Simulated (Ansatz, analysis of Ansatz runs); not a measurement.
# Li5AuO4 (C2/m), V_Li hop (2.7 Å): attempt frequency at charge −1

Aim: the prefactor of a hop in Li5AuO4 (C2/m) (V_Li hop (2.7 Å), charge −1) from the modes of the moving atom at the start and at the top of a path found beforehand. Model: a cell of 80 host atoms with 1 Li taken out.

Program: Ansatz 0.2.0. Level of theory: plane-wave PAW DFT, PBEsol; finite-difference force constants of the moving atom alone. Results are calculated unless marked as measured.

### Step 1. The starting structure

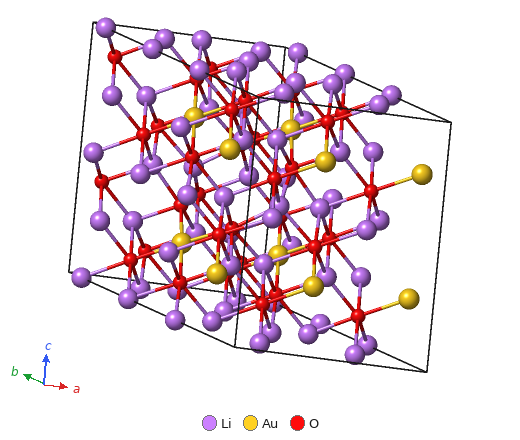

Start, viewed slightly off an axis; lithium purple, gold yellow, oxygen red. Bonds to atoms that aren't drawn are left out. Some periodic images of atoms are drawn too.

The cell holds 79 atoms: 39 Li, 8 Au and 32 O. Its edges and angles: a = 9.403 Å, b = 9.404 Å, c = 9.396 Å, α = 90.0°, β = 102.9°, γ = 90.0°. It derives from Li5AuO4 (space group C2/m). Nearest the centre at fractional (0.250, 0.359, 0.500): Li26 at 1.10 Å, O15 at 1.61 Å, O33 at 1.61 Å, Li2 at 2.41 Å, Li22 at 2.42 Å, Li62 at 2.44 Å, Li23 at 2.45 Å, O20 at 2.67 Å. The cell carries charge −1.

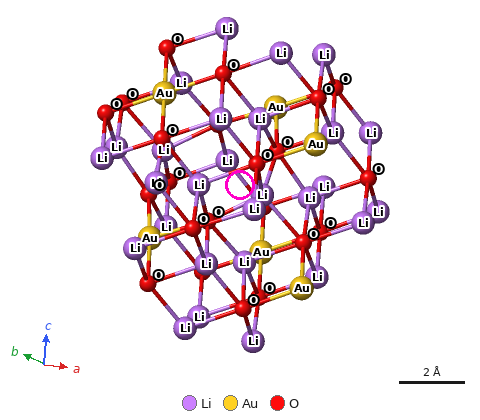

The atoms within 5 Å of the centre. A ring marks the middle of the ideal hop wherever no atom is near it.

The cell's shortest repeat is 9.4 Å.

### Step 2. Vibrations of the moving atom at the start point

Harmonic transition-state theory takes the prefactor from the modes at the minimum and at the top. Only the moving atom is displaced, by 0.02 Å, which takes six displaced runs and a reference; the host's atoms are held.

The input, qm1.start.modes/input.yaml:

```yaml
crystal:
  lattice:
    - [9.40268524, 0.0, -0.02548652]
    - [0.0, 9.40405317, 0.0]
    - [-2.07562506, 0.0, 9.16358709]
  atoms:
    - { symbol: Li, position: [-0.0026307, 0.79507789, 0.24745962] }
    - { symbol: Li, position: [0.24659284, 0.29476399, 0.25082691] }
    - { symbol: Li, position: [-2.508e-05, 0.28312519, 0.00069917] }
    - { symbol: Li, position: [0.2500576, 0.78285626, 0.00020823] }
    - { symbol: Li, position: [-1.165e-05, 0.71700048, 0.00046488] }
    - { symbol: Li, position: [0.24984509, 0.21722031, 0.00023294] }
    - { symbol: Li, position: [-0.00275868, 0.20494425, 0.24757761] }
    - { symbol: Li, position: [0.24671616, 0.70530582, 0.25067132] }
    - { symbol: Li, position: [0.0026274, 5.719e-05, -0.00172894] }
    - { symbol: Li, position: [0.24986491, 0.50005917, 0.00021333] }
    - { symbol: Au, position: [-0.0024312, 0.50000583, 0.24853832] }
    - { symbol: Au, position: [0.25002114, 2.738e-05, 0.25058068] }
    - { symbol: O, position: [0.12830165, 0.85393125, 0.1229749] }
    - { symbol: O, position: [0.37733491, 0.35306038, 0.12506365] }
    - { symbol: O, position: [0.11078762, 0.34532817, 0.3649702] }
    - { symbol: O, position: [0.37074441, 0.8512415, 0.37565285] }
    - { symbol: O, position: [0.12824232, 0.1461879, 0.12317626] }
    - { symbol: O, position: [0.37749773, 0.64701529, 0.12498608] }
    - { symbol: O, position: [0.11098457, 0.65466219, 0.36486371] }
    - { symbol: O, position: [0.37064671, 0.14875515, 0.37587697] }
    - { symbol: Li, position: [0.00151238, 0.79157103, 0.7493111] }
    - { symbol: Li, position: [0.25316206, 0.29473756, 0.74978476] }
    - { symbol: Li, position: [7.86e-06, 0.28504809, 0.49810889] }
    - { symbol: Li, position: [0.25003514, 0.7585122, 0.50014494] }
    - { symbol: Li, position: [9.658e-05, 0.71497152, 0.49792368] }
    - { symbol: Li, position: [0.24980598, 0.24152881, 0.50025024] }
    - { symbol: Li, position: [0.00140006, 0.20852902, 0.74947001] }
    - { symbol: Li, position: [0.25324151, 0.70531525, 0.74964334] }
    - { symbol: Li, position: [0.00458429, 4.209e-05, 0.49897639] }
    - { symbol: Au, position: [-0.00056416, 0.50005974, 0.75073089] }
    - { symbol: Au, position: [0.24983179, 2.825e-05, 0.74986064] }
    - { symbol: O, position: [0.12920471, 0.85131784, 0.62453829] }
    - { symbol: O, position: [0.38885674, 0.34531279, 0.63558533] }
    - { symbol: O, position: [0.12234227, 0.35308503, 0.87542467] }
    - { symbol: O, position: [0.37163421, 0.853858, 0.87723268] }
    - { symbol: O, position: [0.12913297, 0.1488233, 0.6247977] }
    - { symbol: O, position: [0.38903486, 0.6546668, 0.63548119] }
    - { symbol: O, position: [0.1225011, 0.64702077, 0.87535225] }
    - { symbol: O, position: [0.37155292, 0.14610074, 0.87747416] }
    - { symbol: Li, position: [0.49846057, 0.79151922, 0.25093996] }
    - { symbol: Li, position: [0.74992555, 0.29239496, 0.24973075] }
    - { symbol: Li, position: [0.49987413, 0.2830522, -6.296e-05] }
    - { symbol: Li, position: [0.75004593, 0.78216308, 0.00018433] }
    - { symbol: Li, position: [0.49988492, 0.716921, -0.00028882] }
    - { symbol: Li, position: [0.74984053, 0.21783736, 0.00024249] }
    - { symbol: Li, position: [0.49835045, 0.20849486, 0.25110131] }
    - { symbol: Li, position: [0.7500406, 0.70764465, 0.24958636] }
    - { symbol: Li, position: [0.4971857, -2.414e-05, 0.00219813] }
    - { symbol: Li, position: [0.74991798, 0.49997813, 0.00024504] }
    - { symbol: Au, position: [0.50041085, 0.50001914, 0.24966834] }
    - { symbol: Au, position: [0.74744106, 1.435e-05, 0.25087898] }
    - { symbol: O, position: [0.62590245, 0.85262731, 0.12530371] }
    - { symbol: O, position: [0.87557241, 0.35088941, 0.12311451] }
    - { symbol: O, position: [0.62242585, 0.35280183, 0.37503655] }
    - { symbol: O, position: [0.8700946, 0.85358261, 0.37515325] }
    - { symbol: O, position: [0.6258704, 0.14746149, 0.12552273] }
    - { symbol: O, position: [0.87577396, 0.64916313, 0.12305182] }
    - { symbol: O, position: [0.62261012, 0.64720993, 0.37496314] }
    - { symbol: O, position: [0.87003771, 0.14638749, 0.37538958] }
    - { symbol: Li, position: [0.50260187, 0.79507637, 0.75280844] }
    - { symbol: Li, position: [0.74981832, 0.29241557, 0.75083409] }
    - { symbol: Li, position: [0.49977587, 0.2851236, 0.50252573] }
    - { symbol: Li, position: [0.75002637, 0.78296631, 0.50020421] }
    - { symbol: Li, position: [0.49979112, 0.71498272, 0.50229625] }
    - { symbol: Li, position: [0.74982949, 0.21707962, 0.50024333] }
    - { symbol: Li, position: [0.50248966, 0.20486528, 0.75292806] }
    - { symbol: Li, position: [0.74991459, 0.70764496, 0.75069658] }
    - { symbol: Li, position: [0.49536125, 2.644e-05, 0.50139737] }
    - { symbol: Li, position: [0.74991964, 0.50002576, 0.50020489] }
    - { symbol: Au, position: [0.50229292, 0.49998, 0.75189961] }
    - { symbol: Au, position: [0.75243474, 4.546e-05, 0.74955214] }
    - { symbol: O, position: [0.62982229, 0.8536783, 0.62506813] }
    - { symbol: O, position: [0.87722774, 0.35286624, 0.62544148] }
    - { symbol: O, position: [0.62410898, 0.35083422, 0.87737092] }
    - { symbol: O, position: [0.87401265, 0.85259425, 0.87490194] }
    - { symbol: O, position: [0.62979024, 0.14646447, 0.62526105] }
    - { symbol: O, position: [0.87739771, 0.64727387, 0.62538599] }
    - { symbol: O, position: [0.62430256, 0.64909008, 0.87734143] }
    - { symbol: O, position: [0.87399544, 0.14743361, 0.87508844] }
  symmetry: { detect: false }
total_charge: -1
basis:
  ecutwfc: 420
  xc_grid: 2
hamiltonian:
  xc: pbesol
kpoints:
  mp_grid: { grid: [1, 1, 1], shift: [0.25, 0.25, 0.25] }
scf:
  occupations: { method: fixed }
  max_iter: 150
phonons:
  supercell: [1, 1, 1]
  displaced_sites: [25]
  amplitude: 0.02
```

Command:

```bash
ansatz run input.yaml --threads 4 --pin off --max-ram 14131MiB --backend cpu --events-out ev --progress --plain --runs-dir out
```

Numbers of over 12 decimals in the logs are rounded to 6 here.

What it wrote:

```text
[... repeated set-up lines and file paths are left out, and long positions are rounded to six places ...]
Engine: ansatz 0.2.0, aarch64-unknown-linux-gnu
Pseudopotentials: kind: paw
Pseudopotential: Li, paw, valence charge 3, recommended cutoff 420 eV (normal), Li.paw.azcp
Pseudopotential: Au, paw, valence charge 19, recommended cutoff 420 eV (normal), Au.paw.azcp
Pseudopotential: O, paw, valence charge 6, recommended cutoff 420 eV (normal), O.paw.azcp
Functional definition: PBEsol
  exchange = pbesol_x
  correlation = pbesol_c
Crystal: 79 atoms, lattice volume = 809.778 Å³
Basis set: ecut = 420 eV, 15817 PW (Γ), exchange–correlation on 128×128×128 points (8 copies of the dense FFT grid, shifted against one another)
Bands: 310, of which v1, the nominal top of the filled ones, is band 231 counted from 1 (230 counted from 0)
Symmetry: 1 space group operations
k-points: 1
Non-local potential: Li, projectors of the file, l = 0: 3, l = 1: 2, l = 2: 1
Non-local potential: Au, projectors of the file, l = 0: 3, l = 1: 2, l = 2: 2, l = 3: 1
Non-local potential: O, projectors of the file, l = 0: 2, l = 1: 2, l = 2: 1
PAW form: soft (Blöchl's): semilocal exchange-correlation on the pseudo side does not see the compensation charge
PAW frozen core: Au, regenerated for the run's functional, and the local potential with it (the file was generated under x = pbe(κ = 0.804, μ = 0.219515), c = pbe(β = 0.066725))
PAW frozen core: O, regenerated for the run's functional, and the local potential with it (the file was generated under x = pbe(κ = 0.804, μ = 0.219515), c = pbe(β = 0.066725))
PAW one-centre angular grid: Li, 110 points (default); XC on 64 Gauss nodes
PAW one-centre angular grid: Au, 590 points (default); XC on 64 Gauss nodes
PAW one-centre angular grid: O, 110 points (default); XC on 64 Gauss nodes
Initial density: superposition of atomic densities (neutral atoms scaled as one to the charged cell's electrons: chi_scale 0, normalization atom), corrected by the library's trained network
Initial wavefunctions: pseudopotential atomic-orbital guess
Functional: x = pbesol(κ = 0.804, μ = 0.123457), c = pbesol(β = 0.046)
SCF iter   1: F=—  HF=-129955.396817 eV  |F-HF|=—  |Δ(HF+E_count)|=         —  Δρ=1.68e-2  dr2=1.84e0  ethr=1.77e-3  ⟨swp⟩=5.0  Hψ=968  notcnv=0  defer=73
preconditioner: auto → Resta (q_TF=auto, 2.485 Å⁻¹)  ε∞=4.0  [insulator: Δε(μ)=2.269 eV  Ē_g=13.524 eV  n_scr=218 (ndim 8)  ℏωp=23.3 eV  f_vac=0.091  ε∞_Penn≈4.0]
SCF iter   2: F=—  HF=-129954.882343 eV  |F-HF|=—  |Δ(HF+E_count)|=   5.14e-1  Δρ=3.55e-3  dr2=8.55e-2  ethr=3.98e-4  ⟨swp⟩=2.0  Hψ=450  notcnv=0  defer=74
SCF iter   3: F=—  HF=-129954.868545 eV  |F-HF|=—  |Δ(HF+E_count)|=   1.38e-2  Δρ=1.50e-3  dr2=1.93e-2  ethr=1.85e-5  ⟨swp⟩=2.0  Hψ=369  notcnv=0  defer=77
SCF iter   4: F=—  HF=-129954.867103 eV  |F-HF|=—  |Δ(HF+E_count)|=   1.44e-3  Δρ=6.74e-4  dr2=4.32e-3  ethr=4.18e-6  ⟨swp⟩=2.0  Hψ=360  notcnv=0  defer=77
SCF iter   5: F=—  HF=-129954.867362 eV  |F-HF|=—  |Δ(HF+E_count)|=   2.59e-4  Δρ=2.52e-4  dr2=7.25e-4  ethr=9.35e-7  ⟨swp⟩=2.0  Hψ=371  notcnv=0  defer=73
SCF iter   6: F=—  HF=-129954.867482 eV  |F-HF|=—  |Δ(HF+E_count)|=   1.20e-4  Δρ=2.35e-4  dr2=4.99e-4  ethr=1.57e-7  ⟨swp⟩=2.0  Hψ=393  notcnv=0  defer=72
SCF iter   7: F=—  HF=-129954.867330 eV  |F-HF|=—  |Δ(HF+E_count)|=   1.52e-4  Δρ=3.74e-5  dr2=1.43e-5  ethr=1.08e-7  ⟨swp⟩=2.0  Hψ=393  notcnv=0  defer=71
SCF iter   8: F=—  HF=-129954.869013 eV  |F-HF|=—  |Δ(HF+E_count)|=   1.68e-3  Δρ=3.64e-5  dr2=1.08e-5  ethr=3.10e-9  ⟨swp⟩=2.0  Hψ=395  notcnv=0  defer=71
SCF iter   9: F=—  HF=-129954.869012 eV  |F-HF|=—  |Δ(HF+E_count)|=   1.29e-6  Δρ=7.35e-6  dr2=4.56e-7  ethr=2.34e-9  ⟨swp⟩=2.0  Hψ=394  notcnv=0  defer=71
SCF iter  10: F=—  HF=-129954.869012 eV  |F-HF|=—  |Δ(HF+E_count)|=   4.02e-7  Δρ=3.09e-6  dr2=9.94e-8  ethr=9.87e-11  ⟨swp⟩=2.0  Hψ=369  notcnv=0  defer=71
[...]
SCF 1 converged in 15 iterations: F = -129954.869013 eV  dr2 = 2.59e-11
  greatest PAW one-centre occupation: 1.001 electrons in one spin orbital (limit 2), on the Au atom at site 69 (counted from 0), in its partial waves of l = 0
Initial density: handed on by an earlier stage of this run
Initial wavefunctions: those handed on with the density
[...]
SCF 2 converged in 10 iterations: F = -129954.867757 eV  dr2 = 8.17e-11
[...]
SCF 3 converged in 7 iterations: F = -129954.867737 eV  dr2 = 8.76e-11
[...]
SCF 4 converged in 11 iterations: F = -129954.868607 eV  dr2 = 2.57e-11
[...]
SCF 5 converged in 7 iterations: F = -129954.868295 eV  dr2 = 2.78e-11
[...]
SCF iter   9: F=—  HF=-129954.867780 eV  |F-HF|=—  |Δ(HF+E_count)|=   1.18e-9  Δρ=2.25e-7  dr2=3.87e-10  ethr=1.00e-12  ⟨swp⟩=2.0  Hψ=404  notcnv=0  defer=71
SCF iter  10: F=-129954.867780 eV  HF=-129954.867780 eV  |F-HF|=0.00e0  |Δ(HF+E_count)|=  1.16e-10  Δρ=1.11e-7  dr2=9.03e-11  ethr=1.00e-12  ⟨swp⟩=3.0  Hψ=911  notcnv=0
SCF 6 converged in 10 iterations: F = -129954.867780 eV  dr2 = 9.03e-11
iter 1 solved again at ethr=2.45e-10 eV; its pass at ethr=3.10e-3 eV (dr2=1.13e-6 eV) is discarded
SCF iter   1: F=—  HF=-129954.867980 eV  |F-HF|=—  |Δ(HF+E_count)|=         —  Δρ=2.30e-5  dr2=1.29e-6  ethr=2.45e-10  ⟨swp⟩=3.0  Hψ=882  notcnv=0  defer=71
SCF iter   2: F=—  HF=-129954.867733 eV  |F-HF|=—  |Δ(HF+E_count)|=   2.47e-4  Δρ=1.24e-5  dr2=4.07e-7  ethr=2.45e-10  ⟨swp⟩=2.0  Hψ=438  notcnv=0  defer=71
SCF iter   3: F=—  HF=-129954.867733 eV  |F-HF|=—  |Δ(HF+E_count)|=   7.46e-7  Δρ=6.25e-6  dr2=2.85e-7  ethr=8.80e-11  ⟨swp⟩=2.0  Hψ=409  notcnv=0  defer=71
SCF iter   4: F=—  HF=-129954.867733 eV  |F-HF|=—  |Δ(HF+E_count)|=   3.17e-8  Δρ=1.05e-6  dr2=5.50e-9  ethr=6.18e-11  ⟨swp⟩=2.0  Hψ=404  notcnv=0  defer=71
SCF iter   5: F=—  HF=-129954.867733 eV  |F-HF|=—  |Δ(HF+E_count)|=  9.17e-10  Δρ=5.67e-7  dr2=1.33e-9  ethr=1.19e-12  ⟨swp⟩=2.0  Hψ=404  notcnv=0  defer=71
SCF iter   6: F=—  HF=-129954.867733 eV  |F-HF|=—  |Δ(HF+E_count)|=   1.30e-9  Δρ=2.11e-7  dr2=2.66e-10  ethr=1.00e-12  ⟨swp⟩=2.0  Hψ=370  notcnv=0  defer=71
SCF iter   7: F=-129954.867733 eV  HF=-129954.867733 eV  |F-HF|=4.37e-11  |Δ(HF+E_count)|=  8.73e-11  Δρ=9.81e-8  dr2=5.89e-11  ethr=1.00e-12  ⟨swp⟩=4.0  Hψ=777  notcnv=0
SCF 7 converged in 7 iterations: F = -129954.867733 eV  dr2 = 5.89e-11
SCF converged after 15 iterations
Free energy (F): -129954.869013 eV
Harris-Foulkes:  -129954.869013 eV  (|F-HF|=2.91e-11)
Internal energy: -129954.869013 eV  (E = F + TS)
E sigma→0 (E₀):  -129954.869013 eV
Fermi energy:    5.656617 eV
--- Per-component energies (eV) ---
  E_band       = -7029.893503
  E_kinetic    = 11324.264695
  E_local      = -41249.712442  (includes V_loc(G=0)·N_el)
  E_nonlocal   = 872.266022
  E_hartree    = 16136.249057
  E_xc         = -4591.642502
  E_vxc        = -5770.384746  (∫ρ·V_xc dr)
  E_paw        = -82148.344096  (= ΣΔE_a)
  E_vpaw       = -4478.917074  (= ΣTr[D̂ρ^β])
  E_aug_tail   = 0.092117  (compensation charges beyond the density's cutoff)
  E_ewald      = -30301.646909
  E_core_change = 3.605046  (= ΣΔE_core)
  E_smearing   = -0.000000  (= −TS)
  E_closure    = 0.000000  (closes the sum)
  E_deformation_potential = -16.058829  (in the stress; not in F)
  Σ components = -129954.869013   (vs F -129954.869013, Δ=0.00e0)
--- Forces (eV/Å), atoms counted from 1 ---
  atom   1  Li    -0.00582321    -0.00011504    -0.00479095
  atom   2  Li     0.00589852     0.00040029     0.00200955
  [... 12 atoms left out ...]
  atom  15  O      0.00054774    -0.00677292     0.00166100
  [... 3 atoms left out ...]
  atom  19  O      0.00020842     0.00782877     0.00374667
  atom  20  O      0.00025712    -0.00189166    -0.00295472
  [... 1 atom left out ...]
  atom  22  Li    -0.00519659     0.00100350    -0.00300266
  atom  23  Li     0.00010969     0.00342317     0.00438235
  [... 2 atoms left out ...]
  atom  26  Li     0.00049847     0.00782611     0.00117389
  [... 6 atoms left out ...]
  atom  33  O      0.00252901    -0.00485378    -0.00348183
  [... 2 atoms left out ...]
  atom  36  O      0.00132953    -0.00265916     0.00121533
  [... 25 atoms left out ...]
  atom  62  Li     0.00062998     0.00141007    -0.00382061
  [... 17 atoms left out ...]
  max |Σ_I F_I| component: 7.74e-7 eV/Å
--- Band table (eV) ---
  k-point 0: bands = ["-100.3449", "-100.3446", "-100.3187", "-100.3181", [... 302 left out ...] "17.3066", "17.4570", "17.5946", "17.6165"]
--- Phonons: 6 displaced members + reference (amplitude 0.02 Å, Σ member SCF iterations 52) ---
  symmetry images taken by strict's conditions (phonons.symmetry_images: auto; settled by no image being taken that strict refuses)
  force constants formed among 1 of 79 sites (Li 25); the other 78 at rest. The modes move the named sites alone.
  the frequencies, the zero-point energy and the sums are of the block with the acoustic sum rule laid on its rows. Row sums over every site: 3.4e-4 eV/Å² at the most
  transpose residual: 6.8e-4 eV/Å²
  largest component of a force at the reference: 7.8e-3 eV/Å on a named site, 1.1e-2 eV/Å on a site at rest
  frequencies among the named sites at Γ of the cell (cm⁻¹): 331.63 482.42 511.23
  unstable modes among the named sites: 0
  frequencies as built, with no sum rule (cm⁻¹): 331.62 482.42 511.22
  zero-point energy: 0.082156 eV/cell   skipped modes (ω ≤ 0): 0
  not written: the harmonic force-constant file, the file of eigenvectors (these modes' are written with the force constants), the density of states and the dispersion, which are of every site
```

Elapsed: 1.9 min, on 4 threads of Arm Neoverse V1, shared host; peak memory 1.6 GiB; 7.5 min of CPU time.

Read from the output:

| Quantity | Value |
| --- | --- |
| free energy | -129954.8690 eV |
| frequencies of moving atom | 331.6, 482.4, 511.2 cm⁻¹ (negative: imaginary) |

The three modes are 332, 482 and 511 cm⁻¹: all real, a minimum for this atom with the others held.

(Part 1 of 2 ends here.)

[Logs are printed without paths, hosts, clocks, repeated set-up lines and the standing remarks that a program may print on its own settings, such as how far it seeks lower states.]

[Hosts, paths, dates, database ids (printed as entryN), source tags and the programs' standing remarks are cut or masked in the printed files.]
